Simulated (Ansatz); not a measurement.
# C4H9B: rotation by 120° about the C3–C4 bond, part 2 of 2

Aim: the minimum-energy path and barrier of the rotation by 120° about the C3–C4 bond. The ends are relaxed first, then joined by a nudged elastic band. SMILES of the start: BC=CCC.

Ansatz 0.2.0; RKS PBE0/def2-SVP.

## 6. Images and barrier

The 9 inner images lie between the fixed ends 0 and 10. Energy is taken from image 0, and the path length is the program's own coordinate along the band.

```tsv
image	path (Å)	energy (eV)	dihedral C2–C3–C4–C5 (°)	band force (eV/Å)
0	0.000	0.0000	-123	-
1	0.463	0.0064	-111	0.011
2	0.925	0.0235	-99	0.020
3	1.388	0.0482	-86	0.023
4	1.851	0.0719	-73	0.027
5*	2.313	0.0848	-60	0.022
6	2.764	0.0803	-48	0.034
7	3.216	0.0569	-36	0.030
8	3.667	0.0235	-23	0.019
9	4.118	-0.0051	-11	0.019
10	4.569	-0.0157	0	-
```

The star marks the climbing image.

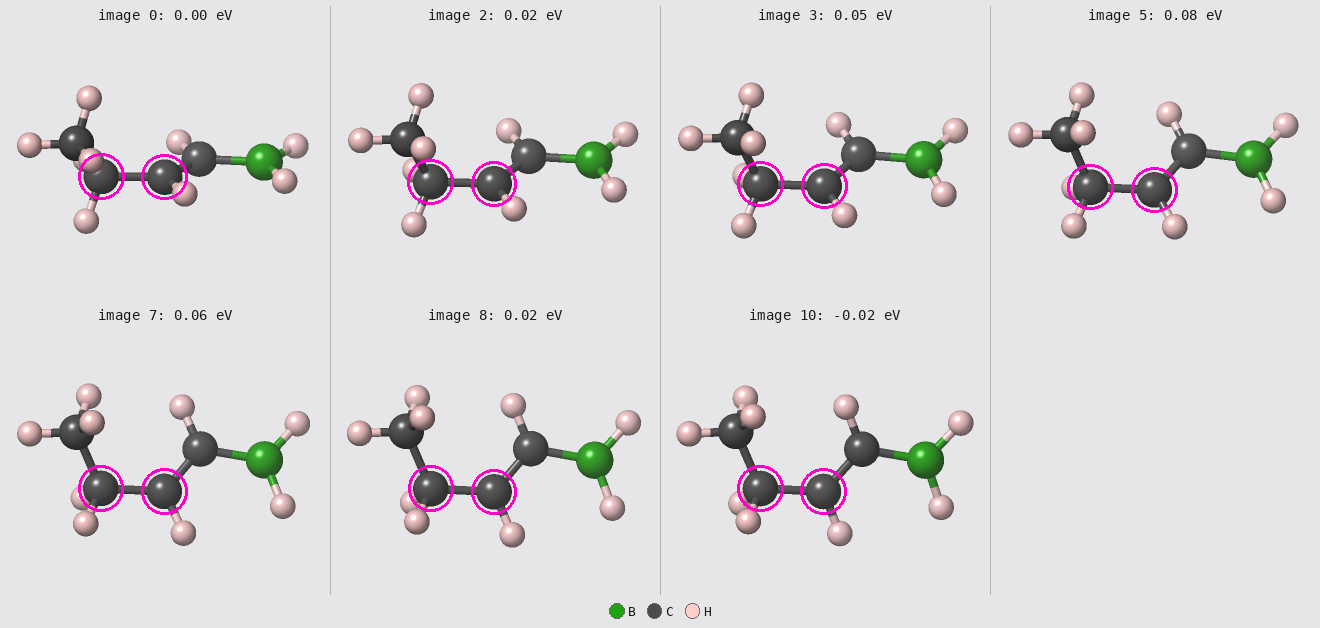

Snapshots along the band, viewed from a chosen angle. Ringed: C3, C4. Sticks join atoms closer than a bonding distance in each image.

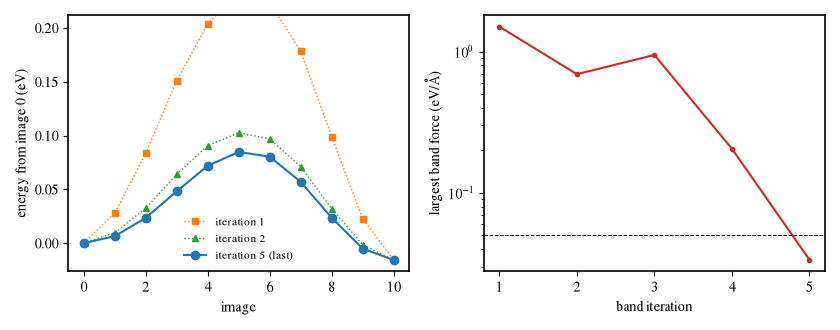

Left: energy of each image for early iterations and the last one (lines only join the points; early values far above the last band run off the scale). Right: the largest band force by iteration, with the threshold dashed.

How the highest energy settled:

```tsv
iteration	highest image above image 0 (eV)	largest band force (eV/Å)
1	0.2321	1.504
2	0.1026	0.692
3	0.1373	0.948
4	0.0870	0.205
5	0.0848	0.034
```

Positions of all images (Å):

```xyz
14
image=0 dE=0.0000
B    -1.263    2.193    1.136
C    -1.150    0.756    0.611
C    -0.136    0.389   -0.207
C     0.100   -0.965   -0.785
C     1.476   -1.527   -0.434
H    -0.428    3.009    0.808
H    -2.160    2.537    1.872
H    -1.882   -0.017    0.882
H     0.605    1.156   -0.478
H     0.018   -0.885   -1.885
H    -0.695   -1.655   -0.460
H     2.282   -0.857   -0.774
H     1.587   -1.656    0.653
H     1.633   -2.507   -0.910
14
image=1 dE=0.0064
B    -1.196    2.193    1.150
C    -1.087    0.755    0.629
C    -0.153    0.412   -0.288
C     0.084   -0.950   -0.847
C     1.412   -1.546   -0.377
H    -0.448    3.040    0.709
H    -2.006    2.509    1.992
H    -1.754   -0.041    0.988
H     0.527    1.200   -0.645
H     0.092   -0.882   -1.950
H    -0.749   -1.618   -0.573
H     2.261   -0.891   -0.630
H     1.414   -1.685    0.715
H     1.591   -2.525   -0.845
14
image=2 dE=0.0235
B    -1.134    2.194    1.160
C    -1.011    0.752    0.653
C    -0.166    0.435   -0.355
C     0.077   -0.932   -0.904
C     1.343   -1.567   -0.324
H    -0.492    3.067    0.615
H    -1.854    2.487    2.087
H    -1.594   -0.068    1.095
H     0.433    1.247   -0.793
H     0.173   -0.869   -2.002
H    -0.790   -1.578   -0.690
H     2.229   -0.936   -0.492
H     1.240   -1.714    0.762
H     1.535   -2.548   -0.784
14
image=3 dE=0.0482
B    -1.081    2.198    1.162
C    -0.921    0.752    0.683
C    -0.172    0.459   -0.405
C     0.081   -0.910   -0.952
C     1.270   -1.597   -0.277
H    -0.560    3.091    0.527
H    -1.717    2.477    2.154
H    -1.402   -0.087    1.205
H     0.321    1.295   -0.921
H     0.262   -0.845   -2.037
H    -0.819   -1.530   -0.810
H     2.191   -1.001   -0.365
H     1.073   -1.748    0.795
H     1.460   -2.582   -0.730
14
image=4 dE=0.0719
B    -1.027    2.205    1.164
C    -0.823    0.755    0.711
C    -0.183    0.477   -0.448
C     0.090   -0.891   -0.994
C     1.194   -1.628   -0.232
H    -0.624    3.103    0.456
H    -1.584    2.481    2.203
H    -1.193   -0.093    1.305
H     0.184    1.330   -1.036
H     0.360   -0.820   -2.059
H    -0.836   -1.488   -0.940
H     2.140   -1.067   -0.244
H     0.909   -1.777    0.821
H     1.380   -2.617   -0.677
14
image=5 dE=0.0848
B    -0.972    2.216    1.162
C    -0.726    0.766    0.733
C    -0.200    0.490   -0.483
C     0.102   -0.876   -1.027
C     1.112   -1.661   -0.190
H    -0.686    3.111    0.395
H    -1.446    2.496    2.240
H    -0.972   -0.079    1.392
H     0.033    1.344   -1.133
H     0.464   -0.793   -2.062
H    -0.843   -1.447   -1.077
H     2.075   -1.131   -0.125
H     0.748   -1.814    0.837
H     1.300   -2.650   -0.633
14
image=6 dE=0.0803
B    -0.928    2.238    1.152
C    -0.619    0.790    0.755
C    -0.206    0.497   -0.500
C     0.116   -0.863   -1.044
C     1.031   -1.706   -0.159
H    -0.758    3.118    0.336
H    -1.337    2.531    2.253
H    -0.729   -0.036    1.471
H    -0.113    1.339   -1.200
H     0.556   -0.761   -2.048
H    -0.839   -1.400   -1.194
H     2.003   -1.211   -0.012
H     0.592   -1.878    0.834
H     1.217   -2.688   -0.617
14
image=7 dE=0.0569
B    -0.879    2.261    1.142
C    -0.514    0.820    0.767
C    -0.218    0.499   -0.514
C     0.129   -0.854   -1.055
C     0.946   -1.747   -0.130
H    -0.835    3.120    0.287
H    -1.205    2.569    2.267
H    -0.492    0.022    1.520
H    -0.259    1.313   -1.252
H     0.649   -0.733   -2.018
H    -0.824   -1.357   -1.311
H     1.917   -1.284    0.105
H     0.431   -1.938    0.823
H     1.142   -2.720   -0.603
14
image=8 dE=0.0235
B    -0.825    2.282    1.133
C    -0.413    0.851    0.769
C    -0.233    0.497   -0.526
C     0.139   -0.848   -1.062
C     0.859   -1.783   -0.103
H    -0.920    3.110    0.252
H    -1.050    2.614    2.275
H    -0.266    0.085    1.541
H    -0.402    1.274   -1.284
H     0.738   -0.705   -1.977
H    -0.796   -1.321   -1.422
H     1.814   -1.346    0.227
H     0.262   -1.996    0.796
H     1.080   -2.744   -0.589
14
image=9 dE=-0.0051
B    -0.769    2.303    1.124
C    -0.320    0.883    0.761
C    -0.251    0.491   -0.533
C     0.148   -0.845   -1.067
C     0.773   -1.815   -0.080
H    -1.021    3.088    0.235
H    -0.877    2.667    2.273
H    -0.053    0.154    1.536
H    -0.531    1.230   -1.297
H     0.825   -0.679   -1.924
H    -0.755   -1.292   -1.527
H     1.699   -1.403    0.349
H     0.093   -2.047    0.754
H     1.025   -2.764   -0.575
14
image=10 dE=-0.0157
B    -0.655    2.336    1.122
C    -0.166    0.935    0.739
C    -0.369    0.449   -0.507
C     0.037   -0.881   -1.049
C     0.760   -1.815   -0.096
H    -1.233    3.008    0.293
H    -0.481    2.796    2.228
H     0.358    0.297    1.462
H    -0.895    1.096   -1.222
H     0.654   -0.696   -1.949
H    -0.872   -1.367   -1.450
H     1.697   -1.370    0.272
H     0.139   -2.056    0.781
H     1.014   -2.762   -0.594
```

## 7. Frequencies at the highest image

The geometry is the highest inner image of the first converged band.

input.yaml

```yaml
crystal:
  periodic: [false, false, false]
  atoms:
    - { symbol: B, position_ang: [-0.972387, 2.216433, 1.16183] }
    - { symbol: C, position_ang: [-0.726343, 0.765551, 0.73271] }
    - { symbol: C, position_ang: [-0.199884, 0.489525, -0.483206] }
    - { symbol: C, position_ang: [0.101985, -0.876236, -1.026585] }
    - { symbol: C, position_ang: [1.11209, -1.661139, -0.189541] }
    - { symbol: H, position_ang: [-0.686194, 3.11085, 0.394586] }
    - { symbol: H, position_ang: [-1.446188, 2.495706, 2.23998] }
    - { symbol: H, position_ang: [-0.971625, -0.078841, 1.392244] }
    - { symbol: H, position_ang: [0.032704, 1.344255, -1.132774] }
    - { symbol: H, position_ang: [0.463775, -0.792972, -2.062456] }
    - { symbol: H, position_ang: [-0.843342, -1.446576, -1.076952] }
    - { symbol: H, position_ang: [2.074512, -1.131027, -0.124981] }
    - { symbol: H, position_ang: [0.747729, -1.814351, 0.837111] }
    - { symbol: H, position_ang: [1.30017, -2.650478, -0.633064] }
basis:
  gaussian: { orbitals: def2-SVP }
hamiltonian:
  xc: pbe0
phonons: {}
```

Command:

```bash
$ ansatz run input.yaml --threads 2 --pin off --max-ram 3072MiB --backend cpu --events-out ev --progress --plain --runs-dir out
```

Standard output (excerpt; [...] marks lines left out):

```text
Warning: RAYON_NUM_THREADS=2 ignored (pool sized by the plan → 2); use --threads N
[...]
Functional definition: PBE0
[...]
1326 factors; integrals over basis functions are off by at most 3.2e-4 eV
[...]
mean field -4960.17746118 eV, -182.2831595693 hartree, gradient 2.5e-5 eV, S^2 0.000000; 0 other end points of the search recorded, 0 dependent functions left out
[...]
reference -4960.17749127 eV, -182.2831606752 hartree; 19, 19 occupied and 96, 96 virtual orbitals, 1326 factors
[...]
1326 factors; integrals over basis functions are off by at most 3.2e-4 eV
[...]
mean field -4960.17737987 eV, -182.2831565814 hartree, gradient 1.4e-6 eV, S^2 0.000000; 0 other end points of the search recorded, 0 dependent functions left out
[...]
reference -4960.17740997 eV, -182.2831576874 hartree; 19, 19 occupied and 96, 96 virtual orbitals, 1326 factors
[...]
1326 factors; integrals over basis functions are off by at most 3.2e-4 eV
[...]
WARN: phonons: modes at or below zero, which the zero-point energy, F, S and C_V leave out: 1, the lowest at -117.31 cm⁻¹. A minimum has none, and a first-order saddle one
[...]
Atom 6 at    -1.446188     2.495706     2.239980 Å, force     0.002079     0.005649     0.007395 eV/Å
Atom 7 at    -0.971625    -0.078841     1.392244 Å, force     0.008038     0.003035    -0.015371 eV/Å
Atom 8 at     0.032704     1.344255    -1.132774 Å, force     0.009373    -0.002701     0.005123 eV/Å
Atom 9 at     0.463775    -0.792972    -2.062456 Å, force     0.001236     0.002522    -0.012329 eV/Å
Atom 10 at    -0.843342    -1.446576    -1.076952 Å, force     0.006660    -0.001063     0.001110 eV/Å
Atom 11 at     2.074512    -1.131027    -0.124981 Å, force    -0.002433     0.002723    -0.003195 eV/Å
Atom 12 at     0.747729    -1.814351     0.837111 Å, force     0.004347    -0.000201     0.001268 eV/Å
Atom 13 at     1.300170    -2.650478    -0.633064 Å, force    -0.005536    -0.003447     0.005257 eV/Å
Dipole moment:     0.135360    -0.370183    -0.244757 e Å
Vibrations: -117.31 129.76 209.32 252.23 297.45 388.86 523.98 774.73 802.76 839.27 930.62 1004.64 1027.45 1028.33 1079.75 1095.64 1110.75 1219.07 1257.05 1304.30 1317.05 1358.84 1391.58 1457.74 1467.96 1477.29 1685.91 2561.84 2651.73 3053.30 3061.56 3120.60 3142.33 3157.69 3159.98 3164.29 [...]
```

Run time: 3.1 min. Hardware: 2 threads of Arm Neoverse V1, shared host; peak memory 0.25 GiB.

Of 36 modes, 1 is imaginary by more than 30 cm⁻¹ (117i cm⁻¹).

## 8. Outcome

This closing draws on all 2 parts.

| quantity | value |
| --- | --- |
| end A | 13 moves, 0.419 eV lower |
| end B | 15 moves, 0.465 eV lower |
| barrier forwards | 0.085 eV |
| barrier backwards | 0.100 eV |
| second end relative to first | -0.016 eV |
| highest image | 5 of 0 to 10, climbing |
| band iterations | 5 |
| imaginary modes at the top | 117i cm⁻¹ |

In words: The barrier from the first end is 0.085 eV, 3 times kT at 300 K; with a typical attempt rate of 10^13 per second that is roughly 10^12 events a second. The second end lies 0.016 eV below the first, so the way back costs 0.10 eV. The listed dihedral goes from -123° at end A through -60° at the highest image to 0° at end B. One imaginary mode, as a first-order saddle point has. Zero-point energy and entropy are left out.
